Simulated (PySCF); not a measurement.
# C₃H₈BrGeN: what the fields show

Input

```
{"job": {"kind": "uv", "xc": "wB97X-D", "basis": "def2-SVPD", "nstates": 8, "ntriplets": 3}, "charge": 0, "multiplicity": 1}
N      2.374201     0.355844    -0.239727
Ge     0.743621     0.357128     0.591152
Br     1.245959     1.286664     2.648354
C     -0.614896    -1.162565     0.535268
C     -1.344481    -0.409245    -0.587257
C     -0.830112     1.036718    -0.472595
H      2.416053    -0.051366    -1.161330
H      3.187698     0.072106     0.287720
H     -0.314164    -2.175138     0.278715
H     -1.205871    -1.202763     1.448218
H     -2.428138    -0.474419    -0.493025
H     -1.064805    -0.824663    -1.555972
H     -0.669607     1.532921    -1.426045
H     -1.496136     1.658306     0.124358
```

Run with:

```sh
OMP_NUM_THREADS=1 python probes_run.py task.json out
```

Geometry: GFN2-xTB.

Computed with wB97X-D/def2-SVPD, SCF density, gas phase (PySCF 2.14.0).

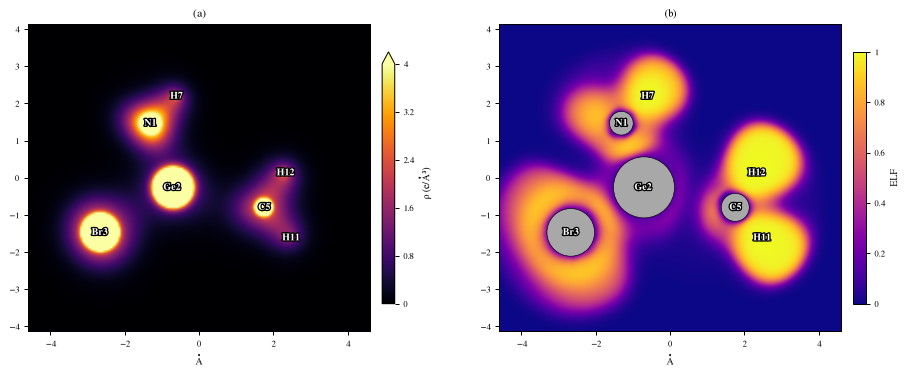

Figure 1. (a) electron density; (b) ELF on the plane of atoms N1, Ge2 and Br3. Grey discs cover the atomic cores in the ELF map.

Q: Describe what can be read from this map.

A: The plane passes through N, Ge, Br, C and H nuclei.
Ge–N (1.83 Å): ρ at the midpoint is about 0.98 e/Å³; the ELF peaks at about 0.90 in the valence shell of N, 0.6 Å from its nucleus, and is about 0.50 at the midpoint.
Ge–Br (2.31 Å): ρ is about 0.66 e/Å³ halfway; the ELF peaks at about 0.80 in the valence shell of Br, 1.0 Å from its nucleus, and is about 0.75 at the midpoint.
N–H (1.01 Å): ρ at the midpoint is about 2.8 e/Å³; the ELF climbs to about 1 towards the hydrogen, as it does in any bond to H (an ordinary covalent bond to hydrogen).
C–H (1.09 Å): ρ is about 2 e/Å³ halfway; the ELF climbs to about 1 towards the hydrogen: a covalent bond by its length.
The ELF also peaks beside Br3, away from the bonds: lone-pair regions.

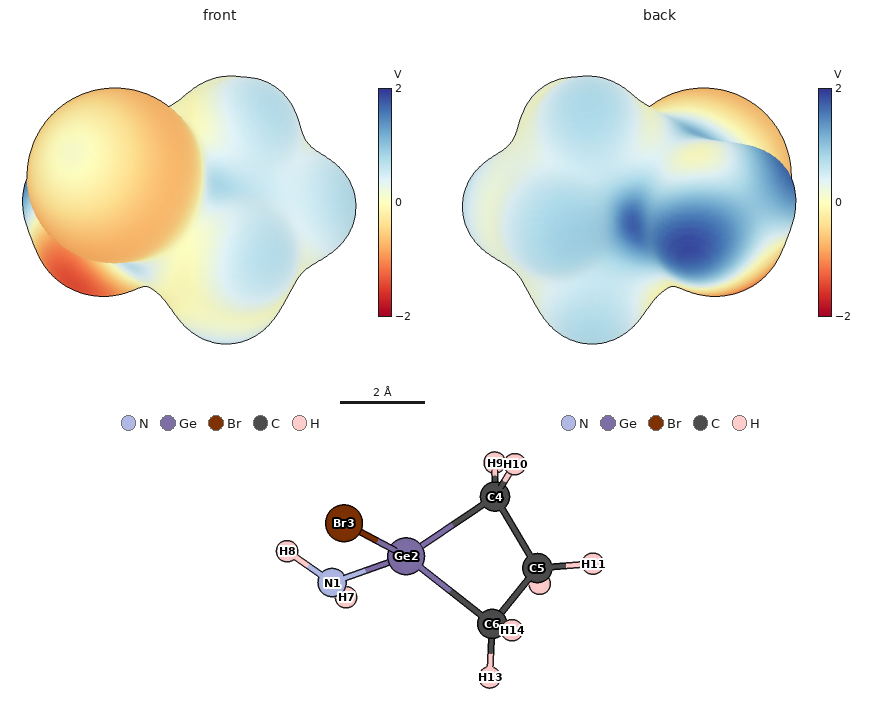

Figure 2. The electrostatic potential painted on the density surface at 0.002 e/bohr³, seen from the front and from behind; red is negative and blue positive. The bare structure is drawn below in the same view.

Q: Which sites attract a positive test charge, and which a negative one?

A: A positive charge is drawn to the negative regions and a negative charge to the positive ones. The most negative region (about −1.4 V, or −32 kcal/mol for a unit charge) lies over N1, the most positive (about +1.8 V, or +42 kcal/mol for a unit charge) over H7. N1 is the likeliest acceptor of a hydrogen bond.
